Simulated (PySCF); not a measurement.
**CoCl₂: structure of the doublet**

Where does doublet CoCl₂ go from a bent start, is the end point a minimum, and what are its modes, charges and moments?

Method: PBE0, basis Co def2-TZVP, Cl def2-TZVP, no relativity, density fitting; program: PySCF 2.14.0.

## Step 1: Where the work starts

3 atoms, charge 0, spin multiplicity 2.

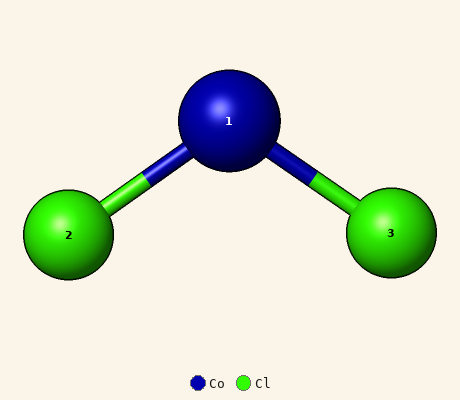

The starting geometry (cobalt blue, chlorine green); atoms are numbered from 1 in the order of the file.

```xyz
3
charge 0 multiplicity 2
Co    0.0000    0.0000    0.0000
Cl    1.7202    0.0000    1.2045
Cl   -1.7202    0.0000    1.2045
```

## Step 2: Finding the electronic state

One driver script runs all steps and calls PySCF; scf.py shows how it sets up the SCF of each step. The optimiser is the driver's own. After this first run the driver tries any further starts and a stability analysis.

File scf.py:

```python
from pyscf import gto, scf, dft
mol = gto.M(atom='''
Co     0.000000     0.000000     0.000000
Cl     1.720200     0.000000     1.204500
Cl    -1.720200     0.000000     1.204500''',
    basis={'Co': 'def2-TZVP', 'Cl': 'def2-TZVP'},
    charge=0, spin=1)
mf = dft.UKS(mol, xc='PBE0')
mf.grids.atom_grid = (50, 194)
aux = {'Co': 'def2-universal-JKFIT', 'Cl': 'def2-universal-JKFIT'}
mf = mf.density_fit(auxbasis=aux)
mf.conv_tol = 1e-08
mf.diis_space = 10
mf.max_cycle = 60
mf.init_guess = 'minao'
mf.verbose = 4
mf.kernel()
```

Launch:

```sh
$ OMP_NUM_THREADS=4 python axn.py task.json out
```

Standard output:

```text
init E= -2301.8049266001
[... the frontier-level lines of each cycle are left out ...]
cycle= 1 E= -2285.66654007393  delta_E= 16.1  |g|= 5.72  |ddm|= 6.28
cycle= 2 E= -2226.89342178058  delta_E= 58.8  |g|= 14.4  |ddm|= 11.9
cycle= 3 E= -2276.86729289739  delta_E=  -50  |g|= 10.1  |ddm|= 7.07
cycle= 4 E= -2285.15623984287  delta_E= -8.29  |g|= 8.31  |ddm|= 1.72
cycle= 5 E= -2294.19363187252  delta_E= -9.04  |g|= 5.89  |ddm|= 3.04
cycle= 6 E= -2295.62582146341  delta_E= -1.43  |g|= 5.15  |ddm|= 0.48
cycle= 7 E= -2301.60799386553  delta_E= -5.98  |g|=  2.2  |ddm|= 1.81
cycle= 8 E= -2302.37376994637  delta_E= -0.766  |g|= 1.09  |ddm|= 0.575
cycle= 9 E= -2302.66955284859  delta_E= -0.296  |g|= 0.27  |ddm|= 0.471
cycle= 10 E= -2302.69794109979  delta_E= -0.0284  |g|= 0.0579  |ddm|= 0.228
cycle= 11 E= -2302.69879875846  delta_E= -0.000858  |g|= 0.0555  |ddm|= 0.0544
cycle= 12 E= -2302.70006168119  delta_E= -0.00126  |g|= 0.0123  |ddm|= 0.0289
cycle= 13 E= -2302.70045794258  delta_E= -0.000396  |g|= 0.0166  |ddm|= 0.0411
cycle= 14 E= -2302.70058959802  delta_E= -0.000132  |g|= 0.00615  |ddm|= 0.0105
cycle= 15 E= -2302.70071966712  delta_E= -0.00013  |g|= 0.00238  |ddm|= 0.0228
cycle= 16 E= -2302.70078155451  delta_E= -6.19e-05  |g|= 0.00234  |ddm|= 0.0237
cycle= 17 E= -2302.70078900461  delta_E= -7.45e-06  |g|= 0.000626  |ddm|= 0.00861
cycle= 18 E= -2302.70078923371  delta_E= -2.29e-07  |g|= 0.000122  |ddm|= 0.000946
cycle= 19 E= -2302.70078924701  delta_E= -1.33e-08  |g|= 9.88e-05  |ddm|= 0.000271
cycle= 20 E= -2302.7007892515  delta_E= -4.49e-09  |g|= 1.69e-05  |ddm|= 0.000147
Extra cycle  E= -2302.70078925084  delta_E= 6.55e-10  |g|= 6.01e-05  |ddm|= 3.56e-05
converged SCF energy = -2302.70078925084  <S^2> = 0.80044072  2S+1 = 2.0498202
```

This step, with its further starts and checks, ran for 32 s (4 threads of Arm Neoverse V2, shared host).

The starts that the driver tried:

```tsv
start	energy (Eh)
the minimal-basis guess	-2302.700789
a thermally smeared density	-2302.700789
a smeared PBE density	-2302.700789
```

The first run landed in a state that is too high. Following the other starts and the instabilities gains 53.3 kJ/mol (-2302.72111 Eh), and the work goes on from there.

## Step 3: Relaxing the doublet from the bent start

The program finds C2v symmetry in the start, which this walk keeps. Threshold on the gradient: 0.0003 Eh/bohr, with a further test on the energy change.

scf.py, as its differences from that of step 2:

```diff
@@ -3,3 +3,3 @@
-Co     0.000000     0.000000     0.000000
-Cl     1.720200     0.000000     1.204500
-Cl    -1.720200     0.000000     1.204500''',
+Co     0.000000     0.000000    -0.653677
+Cl     1.720200     0.000000     0.550823
+Cl    -1.720200     0.000000     0.550823''',
@@ -15 +14,0 @@
-mf.init_guess = 'minao'
```

Steps of the walk:

```tsv
step	energy (Eh)	change (kJ/mol)	largest symmetric gradient (Eh/bohr)
0	-2302.721108	0.00	0.01720
1	-2302.723991	-7.57	0.01272
2	-2302.730420	-24.45	0.01021
3	-2302.733315	-32.05	0.01136
4	-2302.734410	-34.92	0.00911
5	-2302.736015	-39.14	0.00297
6	-2302.736659	-40.83	0.00737
7	-2302.736938	-41.56	0.00130
8	-2302.737046	-41.84	0.00064
9	-2302.737085	-41.95	0.00053
10	-2302.737088	-41.95	0.00002
```

The walk took 48 s.

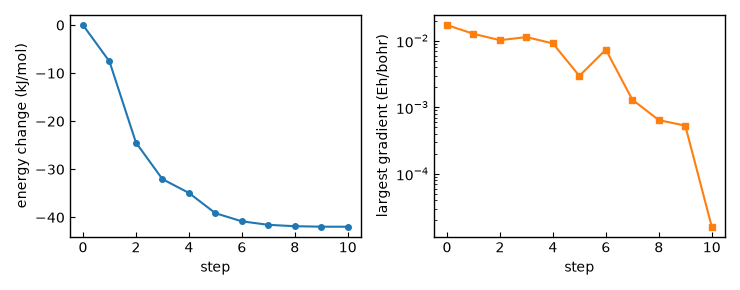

Energy and largest gradient along the walk.

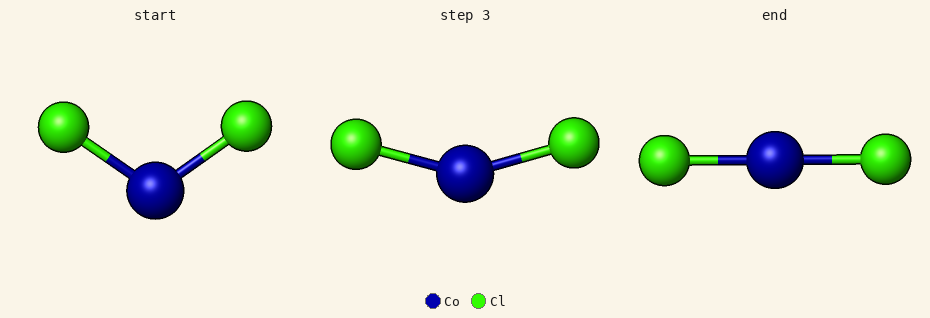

Start and end of the relaxation, with a step between.

It settles in D∞h symmetry, 42.0 kJ/mol below the start, after 10 steps: Co–Cl 2.080 Å (×2); Cl–Co–Cl 179.9°.

## Step 4: Is it a minimum? Harmonic modes

The point is checked on the finer grid, and tightened if its gradient asks for it. The Hessian and the dipole derivatives come from central differences of analytic gradients, with steps of 0.02 bohr.

scf.py, as its differences from that of step 3:

```diff
@@ -3,3 +3,3 @@
-Co     0.000000     0.000000    -0.653677
-Cl     1.720200     0.000000     0.550823
-Cl    -1.720200     0.000000     0.550823''',
+Co     0.000000     0.000000     0.000000
+Cl     2.080213     0.000000     0.000000
+Cl    -2.080213     0.000000     0.000000''',
@@ -9 +9 @@
-mf.grids.atom_grid = (50, 194)
+mf.grids.atom_grid = (75, 302)
@@ -12 +12 @@
-mf.conv_tol = 1e-08
+mf.conv_tol = 1e-10
```

This SCF starts from the last density.

Log of the central SCF (cycles and frontier levels):

```text
init E= -2302.73700000036
[... the frontier-level lines of each cycle are left out ...]
cycle= 1 E= -2302.73700000035  delta_E= 4.09e-12  |g|= 6.89e-06  |ddm|= 3.92e-06
Extra cycle  E= -2302.73700000024  delta_E= 1.16e-10  |g|= 2.34e-05  |ddm|= 1.16e-05
converged SCF energy = -2302.73700000024  <S^2> = 1.7565405  2S+1 = 2.8330481
```

The whole step took 51 s.

Geometry: D∞h; Co–Cl 2.080 Å (×2); Cl–Co–Cl 180.0°.

Modes, for the most abundant isotopes:

| ω (cm⁻¹) | IR (km/mol) | μ (u) |
| --- | --- | --- |
| 61 | 11.7 | 44.87 |
| 85 | 8.9 | 44.87 |
| 354 | 0.0 | 34.97 |
| 508 | 128 | 44.87 |

All wavenumbers are real: a minimum.

Here the density breaks the symmetry of the frame, and no labels are given; pairs that should be degenerate can split.

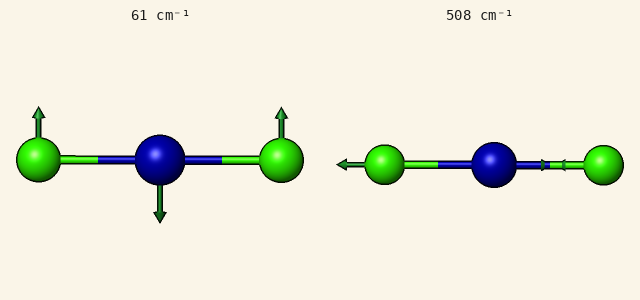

Displacements of 2 of the modes, as arrows (one member where a mode is degenerate).

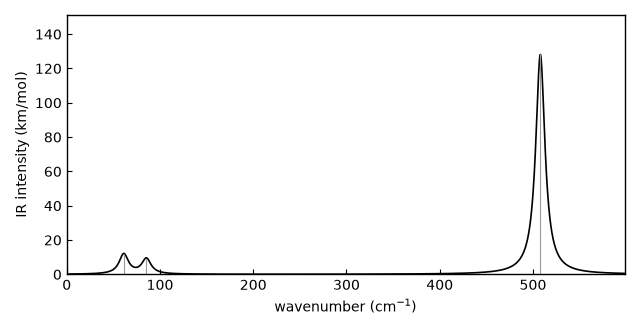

The harmonic infrared spectrum (widths in cm⁻¹). Lines are broadened to a width of 12 cm⁻¹ (Lorentzian).

Properties at this point:

```
Dipole moment                                                   : 0.00 D
Highest occupied level                                          : -8.91 eV
Lowest empty level                                              : -5.27 eV
Rotational constants                                            : 0.0557 cm⁻¹
Zero-point energy                                               : 6.0 kJ/mol
Principal polarisabilities                                      : 31.3, 32.0, 93.6 bohr³
Atomisation energy without zero-point energy                    : 670 kJ/mol
Principal traceless quadrupole moments about the centre of mass : -7.67, 2.91, 4.76 D Å
Entropy at 298.15 K and 1 bar (electronic part: spin only)      : 287.8 J/(mol K)
Heat capacity Cp at 298.15 K                                    : 57.3 J/(mol K)
Enthalpy at 298.15 K above 0 K                                  : 14.32 kJ/mol
Rotational symmetry number                                      : 2
Spin squared ⟨S²⟩                                               : 1.757
```

Charges (e) and bond orders:

```tsv
atom	Mulliken	Löwdin	polar tensor	spin (Mulliken)	Mayer order to Co1
Co1	0.66	-0.12	1.07	1.20	–
Cl2,3	-0.33	0.06	-0.54	-0.10	1.14
```

Mulliken populations on Co1: s 6.60, p 12.33, d 7.41, f 0.00.

## Step 5: Outcome

| quantity | value |
| --- | --- |
| minimum | broken-symmetry (Ms = 1/2), D∞h |
| geometry | Co–Cl 2.080 Å (×2); Cl–Co–Cl 180.0° |
| wavenumbers (cm⁻¹) | 61, 85, 354, 508 |
| dipole moment | 0.00 D |
| highest occupied, lowest empty level (either spin) | -8.91, -5.27 eV |
| polar-tensor charge of Co1 | +1.07 e |
| zero-point energy | 6.0 kJ/mol |
| entropy at 298.15 K | 287.8 J/(mol K) |
| atomisation energy (no zero-point energy) | 670 kJ/mol |
| ⟨S²⟩ | 1.757 |

The bent start (C2v) ends in a minimum of D∞h symmetry. The determinant is spin-contaminated (⟨S²⟩ = 1.76 against 0.75), so it is no pure spin state. The strongest infrared band lies at 508 cm⁻¹ (stretch). The dipole vanishes although Co1 carries +1.1 e by the polar tensor: the bond dipoles cancel. The first SCF alone would have been 53 kJ/mol too high. Only this shape and spin were tried, so other structures or states may lie lower. The SCF density has lower symmetry than the nuclear frame. One determinant may miss the lowest occupation of an open d or f shell.

The search up to here took 2.2 min.
